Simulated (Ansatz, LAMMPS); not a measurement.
**N in place of C at several sites of amorphous carbon (106 atoms)**

Aim: make N in place of C at several sites of amorphous carbon (106 atoms), relax each, and compare their energies.

Main program and level: Ansatz 0.2.0; Kohn-Sham DFT, RPBE, PAW (set soft_2), plane waves.

## (1) The structure

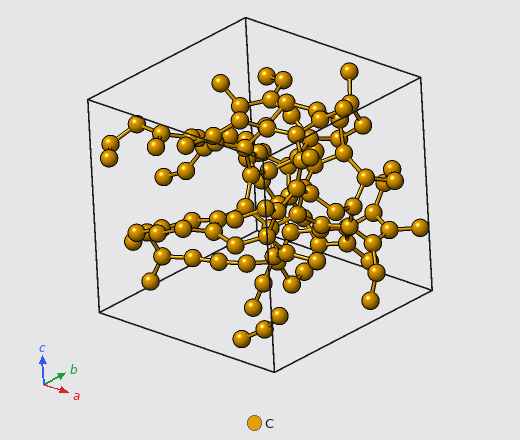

The starting structure, seen from a free direction (carbon orange). Some periodic images of atoms are drawn too.

The cell holds 106 atoms: 106 C. Cell: a = 10.737 Å, b = 10.737 Å, c = 10.737 Å, α = 90.0°, β = 90.0°, γ = 90.0°. 106 atoms (106 C) placed at random at 1.71 g/cm³, melted at 6000 K for 10 ps at fixed volume with the LCBOP (Los and Fasolino, Phys. Rev. B 68, 024107 (2003)). Quenched from 6000 K to 100 K at 500 K/ps and fixed volume, held 5 ps, then minimised at fixed cell.

What the set-up can't give: The quench rate of 500 K/ps is orders of magnitude faster than experiment, which tends to freeze in extra defects. The starting topology of bonds comes from the classical model, and needn't be the one that DFT or experiment would give. Sampling is at Γ alone, for a cell whose shortest periodic width is 11 Å.

## (2) Single point at the start

The forces at the start show how far the geometry lies from a minimum of this functional.

input.yaml reads:

```yaml
crystal:
  lattice:
    - [10.737, 0.0, 0.0]
    - [0.0, 10.737, 0.0]
    - [0.0, 0.0, 10.737]
  atoms:
    - { symbol: C, position: [0.68092, 0.9665, 0.69764] }
    - { symbol: C, position: [0.95815, 0.34392, 0.3778] }
    - { symbol: C, position: [0.70664, 0.1126, 0.47028] }
    - { symbol: C, position: [0.47444, 0.7749, 0.02686] }
    - { symbol: C, position: [0.9886, 0.95929, 0.30629] }
    - { symbol: C, position: [0.29589, 0.44016, 0.15221] }
    - { symbol: C, position: [0.22841, 0.19912, 0.82689] }
    - { symbol: C, position: [0.59942, 0.98701, 0.91959] }
    - { symbol: C, position: [0.15673, 0.09085, 0.38334] }
    - { symbol: C, position: [0.49471, 0.45866, 0.60835] }
    - { symbol: C, position: [0.72342, 0.6342, 0.37048] }
    - { symbol: C, position: [0.9762, 0.68801, 0.19638] }
    - { symbol: C, position: [0.61078, 0.90375, 0.14884] }
    - { symbol: C, position: [0.89471, 0.74015, 0.59935] }
    - { symbol: C, position: [0.90697, 0.64089, 0.50625] }
    - { symbol: C, position: [0.08107, 0.20842, 0.82704] }
    - { symbol: C, position: [0.36285, 0.21832, 0.44786] }
    - { symbol: C, position: [0.37126, 0.8172, 0.3355] }
    - { symbol: C, position: [0.99381, 0.29866, 0.89191] }
    - { symbol: C, position: [0.85271, 0.22838, 0.62817] }
    - { symbol: C, position: [0.36582, 0.99799, 0.47521] }
    - { symbol: C, position: [0.21132, 0.81182, 0.49719] }
    - { symbol: C, position: [0.77918, 0.04317, 0.07785] }
    - { symbol: C, position: [0.23818, 0.41209, 0.72805] }
    - { symbol: C, position: [0.72034, 0.53713, 0.5798] }
    - { symbol: C, position: [0.67473, 0.30663, 0.20884] }
    - { symbol: C, position: [0.03109, 0.2887, 0.27397] }
    - { symbol: C, position: [0.63235, 0.41386, 0.4154] }
    - { symbol: C, position: [0.08401, 0.87408, 0.4972] }
    - { symbol: C, position: [0.20333, 0.72185, 0.74826] }
    - { symbol: C, position: [0.0198, 0.1044, 0.75707] }
    - { symbol: C, position: [0.31374, 0.88074, 0.43715] }
    - { symbol: C, position: [0.19271, 0.4976, 0.63763] }
    - { symbol: C, position: [0.97393, 0.6436, 0.0813] }
    - { symbol: C, position: [0.67083, 0.90598, 0.82153] }
    - { symbol: C, position: [0.85087, 0.95171, 0.54557] }
    - { symbol: C, position: [0.82724, 0.29734, 0.39741] }
    - { symbol: C, position: [0.10566, 0.9996, 0.75406] }
    - { symbol: C, position: [0.51879, 0.65812, 0.26976] }
    - { symbol: C, position: [0.21471, 0.63291, 0.64483] }
    - { symbol: C, position: [0.57124, 0.48568, 0.84828] }
    - { symbol: C, position: [0.71225, 0.33958, 0.3334] }
    - { symbol: C, position: [0.82866, 0.46109, 0.61445] }
    - { symbol: C, position: [0.66209, 0.39569, 0.89821] }
    - { symbol: C, position: [0.60442, 0.28982, 0.9603] }
    - { symbol: C, position: [0.48572, 0.86266, 0.1243] }
    - { symbol: C, position: [0.92467, 0.51208, 0.53486] }
    - { symbol: C, position: [0.81021, 0.00785, 0.662] }
    - { symbol: C, position: [0.01077, 0.43073, 0.47361] }
    - { symbol: C, position: [0.80791, 0.5701, 0.91395] }
    - { symbol: C, position: [0.95171, 0.85716, 0.55573] }
    - { symbol: C, position: [0.89251, 0.87053, 0.30318] }
    - { symbol: C, position: [0.66221, 0.98322, 0.04917] }
    - { symbol: C, position: [0.17639, 0.40817, 0.1487] }
    - { symbol: C, position: [0.6843, 0.5311, 0.44869] }
    - { symbol: C, position: [0.8522, 0.66754, 0.38666] }
    - { symbol: C, position: [0.68361, 0.65171, 0.63542] }
    - { symbol: C, position: [0.25951, 0.68881, 0.53221] }
    - { symbol: C, position: [0.31156, 0.074, 0.83612] }
    - { symbol: C, position: [0.56925, 0.9331, 0.61629] }
    - { symbol: C, position: [0.49151, 0.242, 0.48236] }
    - { symbol: C, position: [0.79829, 0.21285, 0.50118] }
    - { symbol: C, position: [0.85702, 0.35, 0.68851] }
    - { symbol: C, position: [0.53601, 0.36861, 0.50366] }
    - { symbol: C, position: [0.51163, 0.81356, 0.64844] }
    - { symbol: C, position: [0.50538, 0.22696, 0.88382] }
    - { symbol: C, position: [0.12182, 0.69559, 0.84333] }
    - { symbol: C, position: [0.40305, 0.8239, 0.72162] }
    - { symbol: C, position: [0.1305, 0.4434, 0.53066] }
    - { symbol: C, position: [0.78999, 0.43719, 0.88822] }
    - { symbol: C, position: [0.67015, 0.84631, 0.26105] }
    - { symbol: C, position: [0.64072, 0.71256, 0.29633] }
    - { symbol: C, position: [0.28867, 0.10705, 0.43542] }
    - { symbol: C, position: [0.49957, 0.01495, 0.52787] }
    - { symbol: C, position: [0.43308, 0.3139, 0.79915] }
    - { symbol: C, position: [0.63126, 0.28107, 0.09205] }
    - { symbol: C, position: [0.76704, 0.91058, 0.33338] }
    - { symbol: C, position: [0.39636, 0.87149, 0.21927] }
    [... 22 atom lines left out ...]
    - { symbol: C, position: [0.06291, 0.3408, 0.15042] }
    - { symbol: C, position: [0.06852, 0.1603, 0.29076] }
    - { symbol: C, position: [0.0099, 0.31574, 0.0274] }
    - { symbol: C, position: [0.40747, 0.49375, 0.15433] }
    - { symbol: C, position: [0.91404, 0.74085, 0.29674] }
    - { symbol: C, position: [0.47148, 0.08921, 0.88145] }
kpoints:
  mp_grid: { grid: [1, 1, 1] }
hamiltonian:
  xc: rpbe
scf:
  occupations: { method: fermi_dirac, width: 0.05 }
output:
  forces: true
```

On the command line:

```console
ansatz run input.yaml --threads 4 --pin off --max-ram 8192MiB --backend cpu --events-out ev --progress --plain --runs-dir out
```

Numbers of over 12 decimals in the logs are rounded to 6 here.

What it wrote:

```text
[...]
Pseudopotentials: kind: paw
Pseudopotential: C, paw, valence charge 4, recommended cutoff 420 eV (normal), C.paw.azcp
[...]
Crystal: 106 atoms, lattice volume = 1237.795 Å³
Basis set: ecut = 420 eV, 24111 PW (Γ), exchange–correlation on 144×144×144 points (8 copies of the dense FFT grid, shifted against one another)
Bands: 318, of which v1, the nominal top of the filled ones, is band 212 counted from 1 (211 counted from 0)
Symmetry: 1 space group operations
Space group: P1 (ITA 1), of the structure as read, at distance tolerance 1.1e-4 Å
k-points: 1
[...]
Initial density: superposition of atomic densities (neutral atoms: chi_scale 0, normalization atom), corrected by the library's trained network
Initial wavefunctions: pseudopotential atomic-orbital guess
[...]
SCF iter   1: F=—  HF=-26623.492779 eV  |F-HF|=—  |Δ(HF+E_count)|=         —  Δρ=1.65e-2  dr2=7.19e0  ethr=1.77e-3  ⟨swp⟩=5.0  Hψ=1271  notcnv=0  defer=78
preconditioner: auto → LDOS  [metal: Δε(μ)=0.064 eV  Ē_g=13.123 eV  σ=0.050 eV  W_gap=0.31  n_scr=250 (ndim 8)  ℏωp=21.7 eV  f_vac=0.160  D(μ)=35.55/eV (n_scr^D=250)  β→1.0]
[...]
SCF iter  13: F=—  HF=-26622.907814 eV  |F-HF|=—  |Δ(HF+E_count)|=   6.00e-8  Δρ=2.52e-6  dr2=1.32e-7  ethr=1.66e-10  ⟨swp⟩=2.0  Hψ=398  notcnv=0  defer=78
SCF iter  14: F=-26622.907814 eV  HF=-26622.907814 eV  |F-HF|=2.58e-8  |Δ(HF+E_count)|=   1.64e-9  Δρ=1.34e-6  dr2=3.59e-8  ethr=2.36e-11  ⟨swp⟩=3.0  Hψ=750  notcnv=0
SCF 1 converged in 14 iterations: F = -26622.907814 eV  dr2 = 3.59e-8
[...]
SCF converged after 14 iterations
Free energy (F): -26622.907814 eV
Harris-Foulkes:  -26622.907814 eV  (|F-HF|=2.58e-8)
Internal energy: -26622.560574 eV  (E = F + TS)
E sigma→0 (E₀):  -26622.734194 eV
Entropy (-TS):   -0.347240 eV (-3.276 meV/atom)
Fermi energy:    4.073063 eV
--- Per-component energies (eV) ---
[...]
Σ components = -26622.907814   (vs F -26622.907814, Δ=0.00e0)
--- Forces (eV/Å), atoms counted from 1 ---
  atom   1  C     -0.21702206    -0.01126924    -1.58966263
  atom   2  C      1.16214610     0.75531688     0.53529576
  atom   3  C     -2.83298485    -0.22465211     1.70305477
  atom   4  C      1.14568484    -1.92234749    -0.01824550
[...]
atom 106  C     -0.06947757     1.88703298    -0.52396275
  max |Σ_I F_I| component: 7.51e-5 eV/Å
```

It took 9.6 s on 4 threads of Arm Neoverse V2, shared host; peak memory 1.3 GiB.

In the SCF lines HF is the Harris–Foulkes energy and dr2 the Hartree energy of the density residual, in eV; the loop may stop once dr2 is under the threshold and the program's other checks hold. Hψ counts applications of the Hamiltonian.

The r.m.s. force at the start is 1.2 eV/Å.

## (3) Relaxation

With the cell held, the atoms are moved downhill towards a nearby minimum.

input.yaml reads:

```yaml
crystal:
  lattice:
    - [10.737, 0.0, 0.0]
    - [0.0, 10.737, 0.0]
    - [0.0, 0.0, 10.737]
  atoms:
    [... the 106 atom lines of step 2 ...]
kpoints:
  mp_grid: { grid: [1, 1, 1] }
hamiltonian:
  xc: rpbe
scf:
  occupations: { method: fermi_dirac, width: 0.05 }
output:
  forces: true
relax:
  f_tol: 0.05
  max_steps: 120
```

What it wrote:

```text
[...]
Crystal: 106 atoms, lattice volume = 1237.795 Å³
Basis set: ecut = 420 eV, 24111 PW (Γ), exchange–correlation on 144×144×144 points (8 copies of the dense FFT grid, shifted against one another)
Bands: 318, of which v1, the nominal top of the filled ones, is band 212 counted from 1 (211 counted from 0)
Symmetry: 1 space group operations
[...]
k-points: 1
[...]
SCF iter   1: F=—  HF=-26623.492780 eV  |F-HF|=—  |Δ(HF+E_count)|=         —  Δρ=1.65e-2  dr2=7.19e0  ethr=1.77e-3  ⟨swp⟩=5.0  Hψ=1271  notcnv=0  defer=78
[...]
SCF iter   8: F=—  HF=-26622.907819 eV  |F-HF|=—  |Δ(HF+E_count)|=   2.61e-5  Δρ=7.22e-5  dr2=1.14e-4  ethr=1.23e-7  ⟨swp⟩=2.0  Hψ=343  notcnv=0  defer=78
SCF iter   9: F=-26622.907792 eV  HF=-26622.907816 eV  |F-HF|=2.41e-5  |Δ(HF+E_count)|=   3.07e-6  Δρ=3.78e-5  dr2=3.13e-5  ethr=1.47e-8  ⟨swp⟩=3.0  Hψ=889  notcnv=0
SCF 1 converged in 9 iterations: F = -26622.907792 eV  dr2 = 3.13e-5
[...]
relax step   1: F+E_penalty+E_count = -26622.90779172 eV  Δ(F+E_penalty+E_count) = +0.000e0 eV  max|allowed force component| = 4.678e0 eV/Å  Δτ_max = 0.0000 Å  (9 SCF iters, dr2 threshold 6.25e-5 eV, accepted)
[...]
relax step   2: F+E_penalty+E_count = -26628.41329052 eV  Δ(F+E_penalty+E_count) = -5.505e0 eV  max|allowed force component| = 2.310e0 eV/Å  Δτ_max = 0.1974 Å  (10 SCF iters, dr2 threshold 1.00e-4 eV, accepted)
[...]
relax step   3: F+E_penalty+E_count = -26630.56225246 eV  Δ(F+E_penalty+E_count) = -2.149e0 eV  max|allowed force component| = 1.503e0 eV/Å  Δτ_max = 0.1949 Å  (8 SCF iters, dr2 threshold 1.00e-4 eV, accepted)
relax step   4: F+E_penalty+E_count = -26631.73032910 eV  Δ(F+E_penalty+E_count) = -1.168e0 eV  max|allowed force component| = 1.871e0 eV/Å  Δτ_max = 0.2000 Å  (7 SCF iters, dr2 threshold 1.00e-4 eV, accepted)
relax step   5: F+E_penalty+E_count = -26633.00948035 eV  Δ(F+E_penalty+E_count) = -1.279e0 eV  max|allowed force component| = 1.292e0 eV/Å  Δτ_max = 0.1975 Å  (7 SCF iters, dr2 threshold 1.00e-4 eV, accepted)
relax step   6: F+E_penalty+E_count = -26633.99396738 eV  Δ(F+E_penalty+E_count) = -9.845e-1 eV  max|allowed force component| = 2.493e0 eV/Å  Δτ_max = 0.1949 Å  (7 SCF iters, dr2 threshold 1.00e-4 eV, accepted)
relax step   7: F+E_penalty+E_count = -26634.96110594 eV  Δ(F+E_penalty+E_count) = -9.671e-1 eV  max|allowed force component| = 2.239e0 eV/Å  Δτ_max = 0.1952 Å  (7 SCF iters, dr2 threshold 1.00e-4 eV, accepted)
relax step   8: F+E_penalty+E_count = -26635.83551546 eV  Δ(F+E_penalty+E_count) = -8.744e-1 eV  max|allowed force component| = 1.265e0 eV/Å  Δτ_max = 0.1951 Å  (7 SCF iters, dr2 threshold 1.00e-4 eV, accepted)
relax step   9: F+E_penalty+E_count = -26636.72583507 eV  Δ(F+E_penalty+E_count) = -8.903e-1 eV  max|allowed force component| = 1.647e0 eV/Å  Δτ_max = 0.1956 Å  (6 SCF iters, dr2 threshold 1.00e-4 eV, accepted)
relax step  10: F+E_penalty+E_count = -26637.52825839 eV  Δ(F+E_penalty+E_count) = -8.024e-1 eV  max|allowed force component| = 2.353e0 eV/Å  Δτ_max = 0.1952 Å  (6 SCF iters, dr2 threshold 1.00e-4 eV, accepted)
relax step  11: F+E_penalty+E_count = -26638.39319619 eV  Δ(F+E_penalty+E_count) = -8.649e-1 eV  max|allowed force component| = 2.226e0 eV/Å  Δτ_max = 0.1953 Å  (6 SCF iters, dr2 threshold 1.00e-4 eV, accepted)
relax step  12: F+E_penalty+E_count = -26638.91188841 eV  Δ(F+E_penalty+E_count) = -5.187e-1 eV  max|allowed force component| = 2.703e0 eV/Å  Δτ_max = 0.1950 Å  (7 SCF iters, dr2 threshold 1.00e-4 eV, accepted)
relax step  13: F+E_penalty+E_count = -26639.76486697 eV  Δ(F+E_penalty+E_count) = -8.530e-1 eV  max|allowed force component| = 1.724e0 eV/Å  Δτ_max = 0.1983 Å  (7 SCF iters, dr2 threshold 1.00e-4 eV, accepted)
relax step  14: F+E_penalty+E_count = -26640.69608897 eV  Δ(F+E_penalty+E_count) = -9.312e-1 eV  max|allowed force component| = 1.781e0 eV/Å  Δτ_max = 0.1941 Å  (8 SCF iters, dr2 threshold 1.00e-4 eV, accepted)
relax step  15: F+E_penalty+E_count = -26641.19317757 eV  Δ(F+E_penalty+E_count) = -4.971e-1 eV  max|allowed force component| = 2.171e0 eV/Å  Δτ_max = 0.1981 Å  (7 SCF iters, dr2 threshold 1.00e-4 eV, accepted)
relax step  16: F+E_penalty+E_count = -26641.91373767 eV  Δ(F+E_penalty+E_count) = -7.206e-1 eV  max|allowed force component| = 1.593e0 eV/Å  Δτ_max = 0.1982 Å  (7 SCF iters, dr2 threshold 1.00e-4 eV, accepted)
relax step  17: F+E_penalty+E_count = -26641.64428571 eV  Δ(F+E_penalty+E_count) = +2.695e-1 eV  max|allowed force component| = 5.203e0 eV/Å  Δτ_max = 0.1963 Å  (7 SCF iters, dr2 threshold 1.00e-4 eV, rejected (line search))
relax step  18: F+E_penalty+E_count = -26642.27102487 eV  Δ(F+E_penalty+E_count) = -3.573e-1 eV  max|allowed force component| = 7.950e-1 eV/Å  Δτ_max = 0.0904 Å  (11 SCF iters, accepted)
relax step  19: F+E_penalty+E_count = -26642.32839633 eV  Δ(F+E_penalty+E_count) = -5.737e-2 eV  max|allowed force component| = 4.480e-1 eV/Å  Δτ_max = 0.0480 Å  (6 SCF iters, dr2 threshold 1.00e-4 eV, accepted)
relax step  20: F+E_penalty+E_count = -26642.35328374 eV  Δ(F+E_penalty+E_count) = -2.489e-2 eV  max|allowed force component| = 2.341e-1 eV/Å  Δτ_max = 0.0160 Å  (5 SCF iters, dr2 threshold 5.00e-5 eV, accepted)
relax step  21: F+E_penalty+E_count = -26642.37317724 eV  Δ(F+E_penalty+E_count) = -1.989e-2 eV  max|allowed force component| = 1.961e-1 eV/Å  Δτ_max = 0.0216 Å  (7 SCF iters, dr2 threshold 1.50e-5 eV, accepted)
relax step  22: F+E_penalty+E_count = -26642.42259843 eV  Δ(F+E_penalty+E_count) = -4.942e-2 eV  max|allowed force component| = 3.963e-1 eV/Å  Δτ_max = 0.0784 Å  (8 SCF iters, dr2 threshold 1.05e-5 eV, accepted)
relax step  23: F+E_penalty+E_count = -26642.44634231 eV  Δ(F+E_penalty+E_count) = -2.374e-2 eV  max|allowed force component| = 7.361e-1 eV/Å  Δτ_max = 0.1933 Å  (7 SCF iters, dr2 threshold 1.00e-4 eV, accepted)
relax step  24: F+E_penalty+E_count = -26642.61193497 eV  Δ(F+E_penalty+E_count) = -1.656e-1 eV  max|allowed force component| = 4.867e-1 eV/Å  Δτ_max = 0.0829 Å  (6 SCF iters, dr2 threshold 1.00e-4 eV, accepted)
relax step  25: F+E_penalty+E_count = -26642.64810860 eV  Δ(F+E_penalty+E_count) = -3.617e-2 eV  max|allowed force component| = 2.144e-1 eV/Å  Δτ_max = 0.0330 Å  (5 SCF iters, dr2 threshold 1.00e-4 eV, accepted)
relax step  26: F+E_penalty+E_count = -26642.64841971 eV  Δ(F+E_penalty+E_count) = -3.111e-4 eV  max|allowed force component| = 3.662e-1 eV/Å  Δτ_max = 0.0180 Å  (7 SCF iters, dr2 threshold 8.92e-6 eV, accepted)
relax step  27: F+E_penalty+E_count = -26642.65986994 eV  Δ(F+E_penalty+E_count) = -1.145e-2 eV  max|allowed force component| = 1.946e-1 eV/Å  Δτ_max = 0.0140 Å  (6 SCF iters, dr2 threshold 2.60e-5 eV, accepted)
relax step  28: F+E_penalty+E_count = -26642.66217990 eV  Δ(F+E_penalty+E_count) = -2.310e-3 eV  max|allowed force component| = 1.173e-1 eV/Å  Δτ_max = 0.0072 Å  (5 SCF iters, dr2 threshold 1.07e-5 eV, accepted)
relax step  29: F+E_penalty+E_count = -26642.66412024 eV  Δ(F+E_penalty+E_count) = -1.940e-3 eV  max|allowed force component| = 5.736e-2 eV/Å  Δτ_max = 0.0047 Å  (5 SCF iters, dr2 threshold 3.89e-6 eV, accepted)
relax step  30: F+E_penalty+E_count = -26642.66724584 eV  Δ(F+E_penalty+E_count) = -3.126e-3 eV  max|allowed force component| = 5.690e-2 eV/Å  Δτ_max = 0.0161 Å  (9 SCF iters, accepted)
relax step  31: F+E_penalty+E_count = -26642.66967059 eV  Δ(F+E_penalty+E_count) = -2.425e-3 eV  max|allowed force component| = 7.858e-2 eV/Å  Δτ_max = 0.0197 Å  (9 SCF iters, accepted)
relax step  32: F+E_penalty+E_count = -26642.67161543 eV  Δ(F+E_penalty+E_count) = -1.945e-3 eV  max|allowed force component| = 6.120e-2 eV/Å  Δτ_max = 0.0216 Å  (6 SCF iters, dr2 threshold 6.08e-6 eV, accepted)
relax step  33: F+E_penalty+E_count = -26642.67244145 eV  Δ(F+E_penalty+E_count) = -8.260e-4 eV  max|allowed force component| = 5.705e-2 eV/Å  Δτ_max = 0.0144 Å  (8 SCF iters, accepted)
[...]
relax step  34: F+E_penalty+E_count = -26642.67333488 eV  Δ(F+E_penalty+E_count) = -8.934e-4 eV  max|allowed force component| = 3.935e-2 eV/Å  Δτ_max = 0.0059 Å  (7 SCF iters, accepted)
SCF converged after 7 iterations
Free energy (F): -26642.673335 eV
[...]
Internal energy: -26642.507233 eV  (E = F + TS)
E sigma→0 (E₀):  -26642.590284 eV
Entropy (-TS):   -0.166102 eV (-1.567 meV/atom)
Fermi energy:    4.230663 eV
[...]
Σ components = -26642.673335   (vs F -26642.673335, Δ=0.00e0)
--- Forces (eV/Å), atoms counted from 1 ---
  atom   1  C      0.00083269    -0.00422206    -0.00008342
  atom   2  C     -0.01622018    -0.00519497     0.00386747
  atom   3  C      0.00935583    -0.00233482     0.01415541
  atom   4  C     -0.01103439    -0.01377639     0.00026489
[...]
atom 106  C      0.00099470    -0.00654690    -0.00159078
  max |Σ_I F_I| component: 1.17e-4 eV/Å
--- Relaxed structure (34 steps of the walk, 33 accepted, 0 SCFs on fresh bases) ---
  F+E_penalty+E_count = -26642.67333488 eV   max|allowed force component| = 3.935e-2 eV/Å
  atoms:
    - { symbol: C, position: [0.679434, 0.952330, 0.703707] }
    - { symbol: C, position: [0.981121, 0.335291, 0.388829] }
    - { symbol: C, position: [0.727432, 0.096459, 0.518483] }
    - { symbol: C, position: [0.541322, 0.819950, 0.00332552] }
[...]
- { symbol: C, position: [0.389070, 0.135680, 0.906733] }
```

Elapsed: 3.4 min, on 4 threads; peak memory 1.3 GiB; 13 min of CPU time.

The relaxation converged after 34 steps, 19.8 eV below its start, with a largest force component of 0.039 eV/Å.

[end of part 1 of 3]

[Logs are printed without paths, hosts, clocks, repeated set-up lines and the standing remarks that a program may print on its own settings, such as how far it seeks lower states.]

[Hosts, paths, dates, database ids (printed as entryN), source tags and the programs' standing remarks are cut or masked in the printed files.]
